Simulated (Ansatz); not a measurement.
## GaN (wurtzite), scan of one atom of the cell

GaN (wurtzite)

```yaml
crystal:
  lattice:
    - [3.21838, 0.00000, 0.00000]
    - [-1.60919, 2.78720, 0.00000]
    - [0.00000, 0.00000, 5.24320]
  atoms:
    - { symbol: Ga, position: [0.66667, 0.33333, 0.00096] }
    - { symbol: Ga, position: [0.33333, 0.66667, 0.50096] }
    - { symbol: N, position: [0.66667, 0.33333, 0.62424] }
    - { symbol: N, position: [0.33333, 0.66667, 0.12424] }
```

In this cell atom 3 (N, nearest neighbour Ga at 1.967 Å; its periodic images, 3.2 Å or more away, move with it) is moved by s along Cartesian z, unit vector (0.000, 0.000, 1.000); all other atoms and the cell stay fixed.

Method: PBE (plane waves to 420 eV, PAW, scalar-relativistic; Ansatz, an electronic-structure program). k mesh 10×10×5 (Γ-centred), Fermi-Dirac smearing 0.05 eV. Energies are smeared free energies. GaN was relaxed with its symmetry unable to fall. The zero of ΔE is the undisplaced structure.

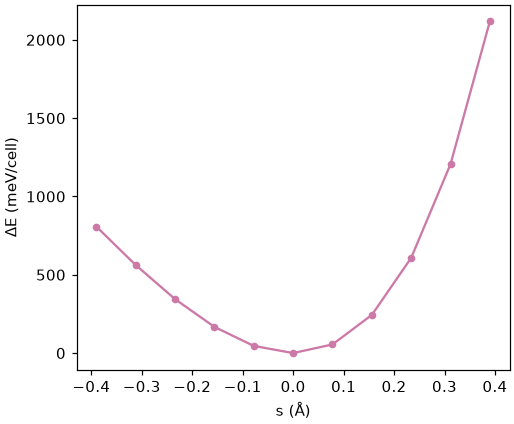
ΔE (meV/cell) against s (Å); one marker a computed point.

The force constant k = d²E/ds² at s = 0 (finite differences) is 16.5 eV/Å² and the force along the line at s = -0.390 Å is 3.28 eV/Å. The energy at s = 0.390 Å comes out as 2119 meV/cell. Symmetry of the curve: not even: the positive side lies higher at ±0.390 Å. Harmonic estimate at the end of the scan: ½ks² = 1252 meV/cell against the computed 2119 meV/cell, so the well is stiffer than harmonic there.

The forces along the line at the two nearest points give (1.118 − (-1.481)) / (2·0.078) = 16.66 eV/Å²; the next pair corrects for the finite step.

(A displaced cell: forces are minus the slopes of the energy, force constants its curvatures, and phonons follow from these.)
